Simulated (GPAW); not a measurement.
**2H-VSeTe monolayer: work function by functional and basis**

Wanted: work functions and dipole of 2H-VSeTe monolayer, with the cost of each level.

Program: GPAW 26.7.0. Level of theory: GPAW, PAW setups; layer in a repeated cell with vacuum, relaxation of atoms and in-plane cell, in the first sound run; inputs show where later runs differ. Results are calculated unless marked as measured.

### 1. Set-up

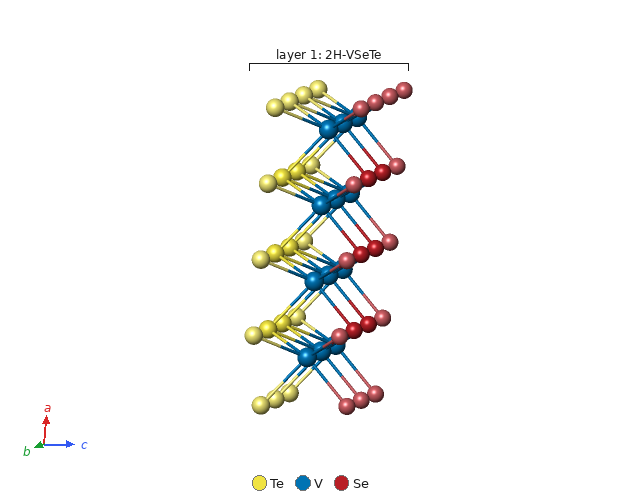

Start, viewed from the side, with the c axis across the page; tellurium yellow, vanadium blue, selenium red. 3×2×1 cells are drawn. Some periodic images of atoms are drawn too.

The cell holds 3 atoms: 1 Te, 1 V and 1 Se. Cell: a = 3.465 Å, b = 3.465 Å, c = 21.582 Å, α = 90.0°, β = 90.0°, γ = 120.0°. Vacuum lies along c.

Coordinates:

```
Te V Se
1.0
     3.46500    0.00000    0.00000
    -1.73250    3.00078    0.00000
     0.00000    0.00000   21.58200
Te V Se
1 1 1
Direct
  0.33333 0.66667 0.41701
  0.00000 0.00000 0.50626
  0.33333 0.66667 0.58299
```

### 2. Relaxation

Forces are removed first; all later runs use this geometry.

Input file run.py:

```python
import json
import numpy as np
from ase import Atoms
from ase.filters import FrechetCellFilter
from ase.optimize import BFGS
from gpaw import GPAW, PW

slab = Atoms(
    ['Te', 'V', 'Se'],
    positions=[
        [-0.00000, 2.00052, 9.00000],
        [0.00000, 0.00000, 10.92605],
        [-0.00000, 2.00052, 12.58205]],
    cell=[[3.465, 0.0, 0.0], [-1.7325, 3.00078, 0.0], [0.0, 0.0, 21.582]],
    pbc=[True, True, True],
    magmoms=[0.0, 1.0, 0.0])

slab.calc = GPAW(mode=PW(600), xc='PBE', kpts={'size': (9, 9, 1), 'gamma': True},
                 occupations={'name': 'fermi-dirac', 'width': 0.05}, nbands='160%',
                 convergence={'density': 1e-05}, maxiter=200,
                 symmetry={'tolerance': 1e-3}, txt='slab.txt')
result = {}
# The in-plane cell is free; stress needs a cell that repeats along all three vectors
path = []
opt = BFGS(FrechetCellFilter(slab, mask=[1, 1, 0, 0, 0, 1]), maxstep=0.2)
opt.attach(lambda: path.append((slab.get_potential_energy(), slab.positions.tolist(), slab.get_forces().tolist())))
result['relaxed'] = bool(opt.run(fmax=0.02, steps=45))
result['path'] = path
result['cell'] = slab.cell.tolist()
print('in-plane lattice', slab.cell.cellpar().round(4)[[0, 1, 5]])
energy = slab.get_potential_energy()
fermi = slab.calc.get_fermi_level()
v = slab.calc.get_electrostatic_potential().mean((0, 1)) - fermi
n = slab.calc.get_pseudo_density().mean((0, 1))
L = slab.cell[2, 2]
z = np.arange(len(v)) * L / len(v)
low, high = slab.positions[:, 2].min(), slab.positions[:, 2].max()
below, above = np.interp([low - 6.8, high + 6.8], z, v)
slopes = [np.interp(x, z, np.gradient(v, z)) for x in (low - 6.8, high + 6.8)]
eps = np.array([[slab.calc.get_eigenvalues(k, s) for k in range(len(slab.calc.get_ibz_k_points()))]
                for s in range(slab.calc.get_number_of_spins())]) - fermi
top, bottom = eps[eps < 0].max(), eps[eps > 0].min()
dipole = slab.get_dipole_moment()[2]
print(f'energy {energy:.4f} eV, Fermi level {fermi:.4f} eV, dipole {dipole:.5f} e A')
print(f'potential 6.8 A off the faces, from the Fermi level: lower {below:.4f} eV, upper {above:.4f} eV')
print(f'slope of the potential there: lower {slopes[0]:.5f}, upper {slopes[1]:.5f} eV/A')
print(f'nearest levels on the mesh: {top:.4f} and {bottom:.4f} eV')
print('magnetic moment', round(slab.get_magnetic_moment(), 3))
result.update(energy=energy, fermi=fermi, dipole=dipole, below=below, above=above, slopes=slopes, edges=[top, bottom],
              z=z.tolist(), v=v.tolist(), n=n.tolist(), positions=slab.positions.tolist(),
              forces=slab.get_forces(apply_constraint=False).tolist(), moments=slab.get_magnetic_moments().tolist())
json.dump(result, open('result.json', 'w'))
```

Command:

```sh
OMP_NUM_THREADS=1 OPENBLAS_NUM_THREADS=1 python run.py
```

Output:

```text
Step          Energy          fmax
BFGS:    0      -16.574267        1.461825
BFGS:    1      -16.620207        1.217644
BFGS:    2      -16.714444        0.470186
BFGS:    3      -16.720491        0.252603
BFGS:    4      -16.724324        0.167555
BFGS:    5      -16.727784        0.115669
BFGS:    6      -16.728802        0.128071
BFGS:    7      -16.730018        0.084307
BFGS:    8      -16.730620        0.049651
BFGS:    9      -16.730788        0.011980
in-plane lattice [  3.4742   3.4742 120.    ]
energy -16.7285 eV, Fermi level -1.4747 eV, dipole -0.03792 e A
potential 6.8 A off the faces, from the Fermi level: lower 5.0005 eV, upper 5.1409 eV
slope of the potential there: lower -0.03017, upper -0.03029 eV/A
nearest levels on the mesh: -0.0469 and 0.0898 eV
magnetic moment 0.974
```

Elapsed: 8.3 min, on 1 thread of Intel Xeon Platinum 8488C (Sapphire Rapids), shared host; peak memory 0.48 GiB.

This step gave:

```
dipole along the normal                    : -0.03792 e·Å
levels nearest the Fermi level on the mesh : -0.04689, 0.08980 eV from the Fermi level
site moments                               : -0.06715, 0.9300, -0.02834 μB
sum of the site moments                    : 0.8345 μB
```

The electrostatic potential energy of an electron (without an applied field's), less the Fermi level, planar mean by z:

| z (Å) | electrostatic potential energy of an electron (without an applied field's), less the Fermi level, planar mean (eV) |
| --- | --- |
| 0 | 5.07 |
| 1 | 5.04 |
| 2 | 5.01 |
| 3 | 4.98 |
| 4 | 4.95 |
| 5 | 4.92 |
| 6 | 4.88 |
| 7 | 4.67 |
| 8 | 1.75 |
| 9 | -20.6 |
| 10 | -3.43 |
| 11 | -11.8 |
| 12 | -8.45 |
| 13 | -3.70 |
| 14 | 4.82 |
| 15 | 5.24 |
| 16 | 5.24 |
| 17 | 5.21 |
| 18 | 5.18 |
| 19 | 5.15 |
| 20 | 5.12 |
| 21 | 5.09 |

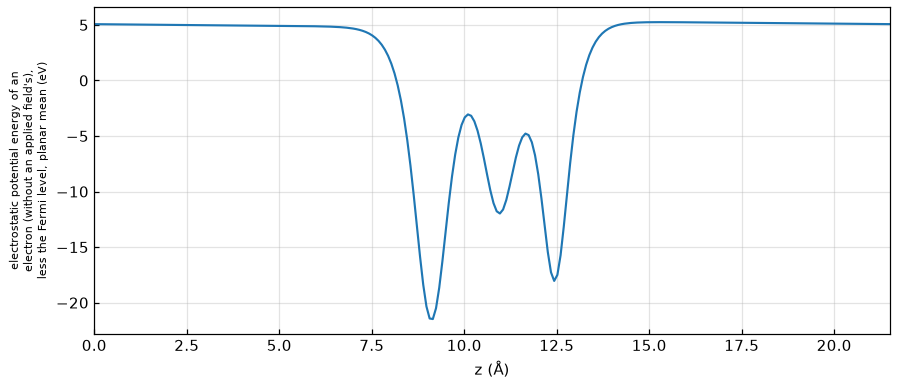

Electrostatic potential energy of an electron (without an applied field's), less the Fermi level, planar mean against z.

The pseudo valence density, planar mean oscillates, so the rows of the table below give means over windows of 1 Å about each position, cut where the curve ends. Its maxima inside the range that stand out by 2 % of the span (Å: e/Å³): 8.6: 0.307, 9.7: 0.364, 10.9: 1.40, 12.8: 0.344. Its minima: 9.2: 0.111, 10.2: 0.307, 12.4: 0.203.

Table of pseudo valence density, planar mean by z; means over each step:

| z (Å) | pseudo valence density, planar mean (e/Å³) |
| --- | --- |
| 5 | 4.2e-5 |
| 6 | 7.0e-4 |
| 7 | 0.0117 |
| 8 | 0.140 |
| 9 | 0.216 |
| 10 | 0.359 |
| 11 | 1.01 |
| 12 | 0.373 |
| 13 | 0.249 |
| 14 | 0.0346 |
| 15 | 0.00171 |
| 16 | 9.3e-5 |

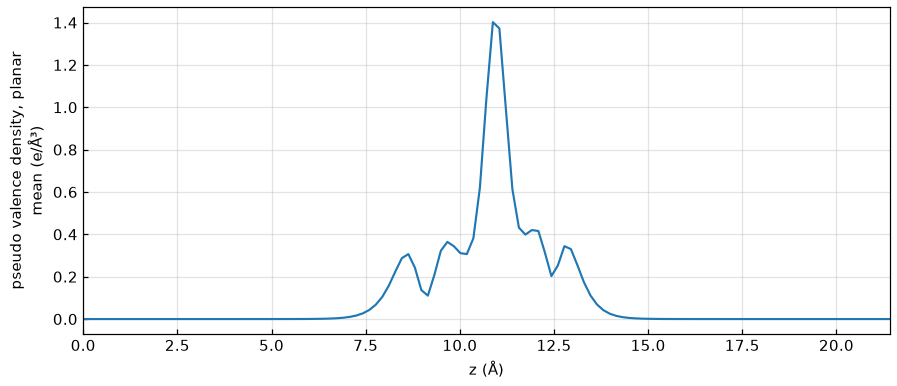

Pseudo valence density, planar mean against z.

Site moment by atom:

| atom | site moment (μB) |
| --- | --- |
| Te1 | -0.067 |
| V2 | 0.930 |
| Se3 | -0.028 |

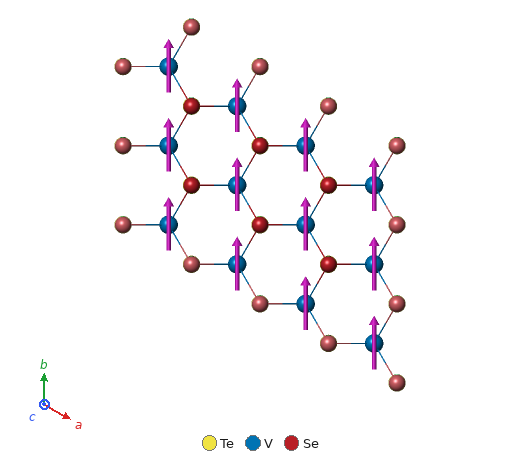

Site moment as arrows, the longest 0.930 μB. Up and down stand for the sign. Arrows give size and sign along the axis of quantisation, drawn up and down the page. Each arrow also spans its atom, so small moments look longer than they are. The two directions have two colours. 3×2×1 cells are drawn. Some periodic images of atoms are drawn too.

The relaxation lowered the energy of the cell by 0.157 eV (energies extrapolated to zero smearing; the optimiser's log prints free energies). The largest force left on a free atom is 0.012 eV/Å.

### 3. The slab's potential

With the geometry fixed, the planar mean of the potential gives the vacuum level on each side.

This step: GPAW, PAW setups; slab in vacuum (GPAW 26.7.0).

The cell differs from the one that the last finished run ended in (c 21.582 → 21.339 Å).

Changes to run.py since step 2:

```diff
@@ -3,4 +3,2 @@
 from ase import Atoms
-from ase.filters import FrechetCellFilter
-from ase.optimize import BFGS
 from gpaw import GPAW, PW
@@ -10,22 +8,15 @@
     positions=[
-        [-0.00000, 2.00052, 9.00000],
-        [0.00000, 0.00000, 10.92605],
-        [-0.00000, 2.00052, 12.58205]],
-    cell=[[3.465, 0.0, 0.0], [-1.7325, 3.00078, 0.0], [0.0, 0.0, 21.582]],
-    pbc=[True, True, True],
+        [0.00000, 2.00586, 9.00000],
+        [-0.00000, 0.00000, 10.83901],
+        [0.00000, 2.00586, 12.33867]],
+    cell=[[3.47424, 0.0, 0.0], [-1.73712, 3.00878, 0.0], [0.0, 0.0, 21.3387]],
+    pbc=[True, True, False],
     magmoms=[0.0, 1.0, 0.0])
 
-slab.calc = GPAW(mode=PW(600), xc='PBE', kpts={'size': (9, 9, 1), 'gamma': True},
+slab.calc = GPAW(mode=PW(400), xc='PBE', kpts={'size': (9, 9, 1), 'gamma': True},
                  occupations={'name': 'fermi-dirac', 'width': 0.05}, nbands='160%',
                  convergence={'density': 1e-05}, maxiter=200,
+                 poissonsolver={'dipolelayer': 'xy'},
                  symmetry={'tolerance': 1e-3}, txt='slab.txt')
 result = {}
-# The in-plane cell is free; stress needs a cell that repeats along all three vectors
-path = []
-opt = BFGS(FrechetCellFilter(slab, mask=[1, 1, 0, 0, 0, 1]), maxstep=0.2)
-opt.attach(lambda: path.append((slab.get_potential_energy(), slab.positions.tolist(), slab.get_forces().tolist())))
-result['relaxed'] = bool(opt.run(fmax=0.02, steps=45))
-result['path'] = path
-result['cell'] = slab.cell.tolist()
-print('in-plane lattice', slab.cell.cellpar().round(4)[[0, 1, 5]])
 energy = slab.get_potential_energy()
```

Output:

```text
energy -16.6900 eV, Fermi level -1.4350 eV, dipole -0.02773 e A
potential 6.8 A off the faces, from the Fermi level: lower 4.8352 eV, upper 5.3118 eV
slope of the potential there: lower 0.00006, upper -0.00004 eV/A
nearest levels on the mesh: -0.0445 and 0.0880 eV
magnetic moment 0.973
```

Run time: 42 s. Hardware: 1 thread; peak memory 0.25 GiB.

This step gave:

```yaml
dipole_along_the_normal: -0.02773 e·Å
levels_nearest_the_fermi_level_on_the_mesh: -0.04449, 0.08805 eV from the Fermi level
upper_work_function: 5.312 eV
lower_work_function: 4.835 eV
site_moments: -0.06691, 0.9277, -0.02811 μB
sum_of_the_site_moments: 0.8327 μB
```

Table of electrostatic potential energy of an electron (without an applied field's), less the Fermi level, planar mean by z:

| z (Å) | electrostatic potential energy of an electron (without an applied field's), less the Fermi level, planar mean (eV) |
| --- | --- |
| 0 | 5.07 |
| 2 | 4.84 |
| 4 | 4.84 |
| 6 | 4.82 |
| 8 | 0.686 |
| 10 | -3.11 |
| 12 | -11.3 |
| 14 | 4.97 |
| 16 | 5.31 |
| 18 | 5.31 |
| 20 | 5.31 |

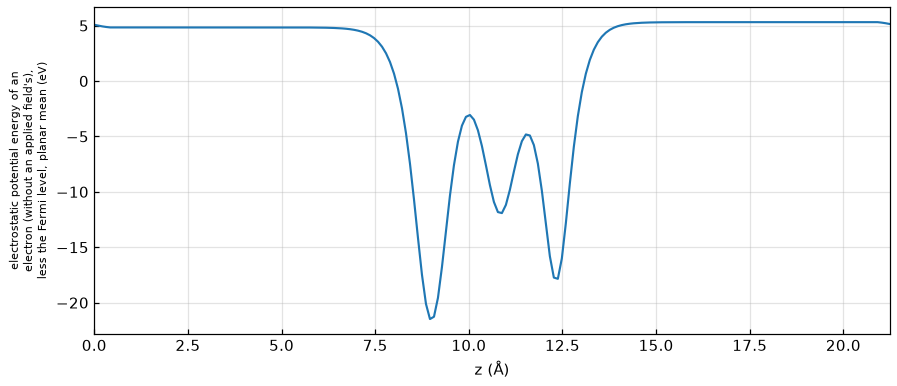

Electrostatic potential energy of an electron (without an applied field's), less the Fermi level, planar mean against z.

The pseudo valence density, planar mean oscillates, so the rows of the table below give means over windows of 1 Å about each position, cut where the curve ends. Its maxima inside the range that stand out by 2 % of the span (Å: e/Å³): 8.5: 0.305, 9.6: 0.363, 10.9: 1.43, 12.8: 0.341. Its minima: 9.0: 0.105, 10.0: 0.303, 12.4: 0.200.

Table of pseudo valence density, planar mean by z; means over each step:

| z (Å) | pseudo valence density, planar mean (e/Å³) |
| --- | --- |
| 5 | 6.0e-5 |
| 6 | 1.0e-3 |
| 7 | 0.0160 |
| 8 | 0.168 |
| 9 | 0.221 |
| 10 | 0.404 |
| 11 | 0.975 |
| 12 | 0.350 |
| 13 | 0.229 |
| 14 | 0.0257 |
| 15 | 0.00124 |
| 16 | 6.8e-5 |

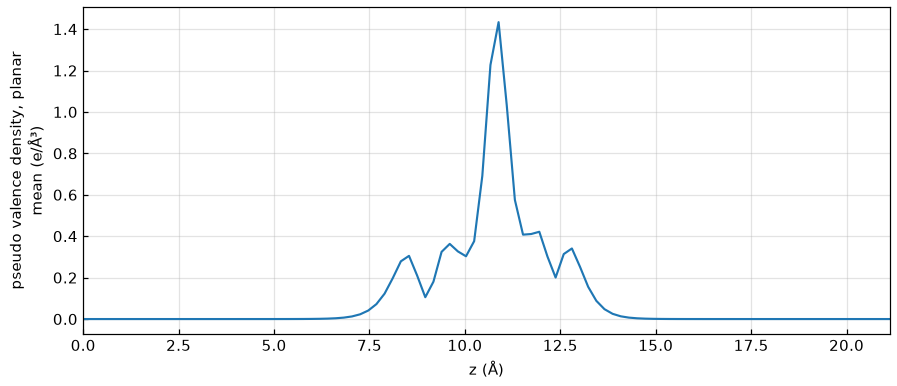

Pseudo valence density, planar mean against z.

The potential is flat to 6.1e-5 eV/Å where it is read, so the vacuum is wide enough.

### 4. Self-consistent run: xc = "vdW-DF2"

The same geometry under vdW-DF2, to see how far the functional moves the levels against the vacuum (the van der Waals functionals take revPBE setups).

Changes to run.py since step 3:

```diff
@@ -15,3 +15,3 @@
 
-slab.calc = GPAW(mode=PW(400), xc='PBE', kpts={'size': (9, 9, 1), 'gamma': True},
+slab.calc = GPAW(mode=PW(400), xc='vdW-DF2', kpts={'size': (9, 9, 1), 'gamma': True},
                  occupations={'name': 'fermi-dirac', 'width': 0.05}, nbands='160%',
```

Output:

```text
energy -228.1784 eV, Fermi level -1.5905 eV, dipole -0.03049 e A
potential 6.8 A off the faces, from the Fermi level: lower 5.0851 eV, upper 5.6094 eV
slope of the potential there: lower 0.00004, upper -0.00002 eV/A
nearest levels on the mesh: -0.0859 and 0.1355 eV
magnetic moment 0.984
```

Elapsed: 55 s, on 1 thread; peak memory 0.43 GiB.

Numbers from this step:

```
dipole along the normal                    : -0.03049 e·Å
levels nearest the Fermi level on the mesh : -0.08588, 0.1355 eV from the Fermi level
upper work function                        : 5.609 eV
lower work function                        : 5.085 eV
site moments                               : -0.05905, 0.9237, -0.02083 μB
sum of the site moments                    : 0.8438 μB
```

Table of electrostatic potential energy of an electron (without an applied field's), less the Fermi level, planar mean by z:

| z (Å) | electrostatic potential energy of an electron (without an applied field's), less the Fermi level, planar mean (eV) |
| --- | --- |
| 0 | 5.35 |
| 1 | 5.09 |
| 2 | 5.09 |
| 3 | 5.09 |
| 4 | 5.08 |
| 5 | 5.08 |
| 6 | 5.06 |
| 7 | 4.76 |
| 8 | 0.658 |
| 9 | -21.6 |
| 10 | -3.36 |
| 11 | -11.2 |
| 12 | -11.4 |
| 13 | -1.33 |
| 14 | 5.19 |
| 15 | 5.58 |
| 16 | 5.61 |
| 17 | 5.61 |
| 18 | 5.61 |
| 19 | 5.61 |
| 20 | 5.61 |
| 21 | 5.57 |

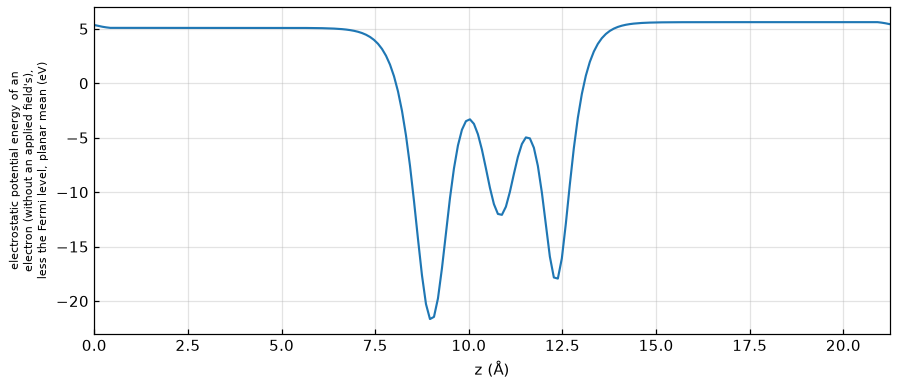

Electrostatic potential energy of an electron (without an applied field's), less the Fermi level, planar mean against z.

The pseudo valence density, planar mean oscillates, so the rows of the table below give means over windows of 2 Å about each position, cut where the curve ends. Its maxima inside the range that stand out by 2 % of the span (Å: e/Å³): 8.5: 0.304, 9.6: 0.362, 10.9: 1.44, 12.8: 0.340. Its minima: 9.0: 0.105, 10.0: 0.301, 12.4: 0.200.

Table of pseudo valence density, planar mean by z; means over each step:

| z (Å) | pseudo valence density, planar mean (e/Å³) |
| --- | --- |
| 4 | 1.4e-5 |
| 6 | 0.00244 |
| 8 | 0.142 |
| 10 | 0.556 |
| 12 | 0.442 |
| 14 | 0.0530 |
| 16 | 2.0e-4 |
| 18 | 1.9e-6 |

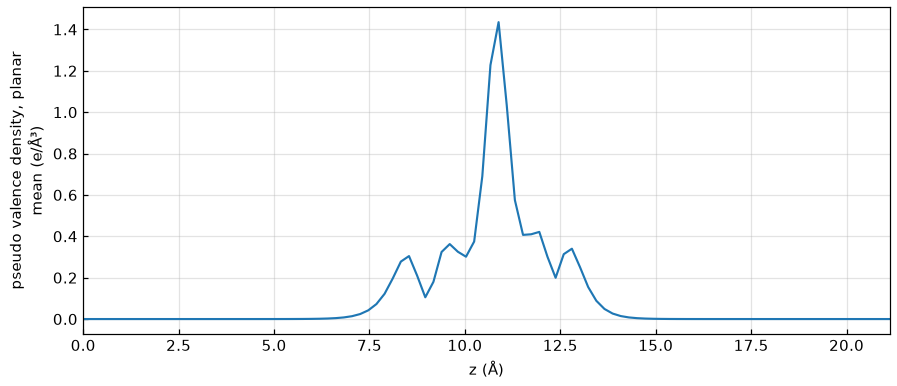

Pseudo valence density, planar mean against z.

Force by atom:

| atom | x (eV/Å) | y (eV/Å) | z (eV/Å) | size |
| --- | --- | --- | --- | --- |
| Te1 | 0.000 | 0.000 | -0.700 | 0.700 |
| V2 | 0.000 | 0.000 | 0.011 | 0.011 |
| Se3 | 0.000 | 0.000 | 0.688 | 0.688 |

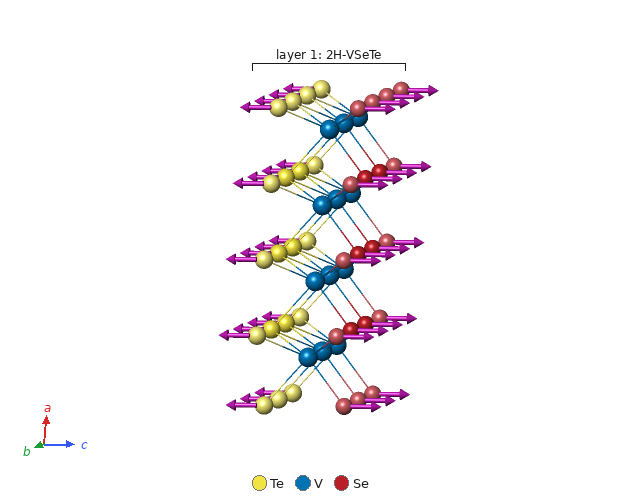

Force as arrows, the longest 0.700 eV/Å. 3×2×1 cells are drawn. Some periodic images of atoms are drawn too.

The upper face's work function is 5.609 eV, against 5.312 eV in the first plane-wave PBE run at this geometry.

### 5. Self-consistent run: xc = "LDA"

The same geometry under LDA, to see how far the functional moves the levels against the vacuum.

Changes to run.py since step 4:

```diff
@@ -15,3 +15,3 @@
 
-slab.calc = GPAW(mode=PW(400), xc='vdW-DF2', kpts={'size': (9, 9, 1), 'gamma': True},
+slab.calc = GPAW(mode=PW(400), xc='LDA', kpts={'size': (9, 9, 1), 'gamma': True},
                  occupations={'name': 'fermi-dirac', 'width': 0.05}, nbands='160%',
```

Output:

```text
energy -18.8160 eV, Fermi level -1.7544 eV, dipole -0.02174 e A
potential 6.8 A off the faces, from the Fermi level: lower 5.1813 eV, upper 5.5543 eV
slope of the potential there: lower 0.00006, upper -0.00004 eV/A
nearest levels on the mesh: -0.0505 and 0.0012 eV
magnetic moment 0.811
```

It took 36 s on 1 thread; peak memory 0.24 GiB.

This step gave:

| Item | Value |
| --- | --- |
| dipole along the normal | -0.02174 e·Å |
| levels nearest the Fermi level on the mesh | -0.05054, 0.001208 eV from the Fermi level |
| upper work function | 5.554 eV |
| lower work function | 5.181 eV |
| site moments | -0.03934, 0.7444, -0.01555 μB |
| sum of the site moments | 0.6895 μB |

The upper face's work function is 5.554 eV, against 5.312 eV in the first plane-wave PBE run at this geometry.

### 6. Self-consistent run: xc = "revPBE"

The same geometry under revPBE, to see how far the functional moves the levels against the vacuum.

Changes to run.py since step 5:

```diff
@@ -15,3 +15,3 @@
 
-slab.calc = GPAW(mode=PW(400), xc='LDA', kpts={'size': (9, 9, 1), 'gamma': True},
+slab.calc = GPAW(mode=PW(400), xc='revPBE', kpts={'size': (9, 9, 1), 'gamma': True},
                  occupations={'name': 'fermi-dirac', 'width': 0.05}, nbands='160%',
```

Output:

```text
energy -15.7710 eV, Fermi level -1.3294 eV, dipole -0.02879 e A
potential 6.8 A off the faces, from the Fermi level: lower 4.7144 eV, upper 5.2094 eV
slope of the potential there: lower 0.00006, upper -0.00003 eV/A
nearest levels on the mesh: -0.0745 and 0.1160 eV
magnetic moment 0.984
```

It took 43 s on 1 thread; peak memory 0.25 GiB.

Numbers from this step:

* dipole along the normal: -0.02879 e·Å
* levels nearest the Fermi level on the mesh: -0.07446, 0.1160 eV from the Fermi level
* upper work function: 5.209 eV
* lower work function: 4.714 eV
* site moments: -0.07447, 0.9563, -0.03386 μB
* sum of the site moments: 0.8479 μB

The upper face's work function is 5.209 eV, against 5.312 eV in the first plane-wave PBE run at this geometry.

(Part 1 of 2 ends here.)

[Logs are printed without paths, hosts, clocks, repeated set-up lines and the standing remarks that a program may print on its own settings, such as how far it seeks lower states.]

[Hosts, paths, dates, database ids (printed as entryN), source tags and the programs' standing remarks are cut or masked in the printed files.]
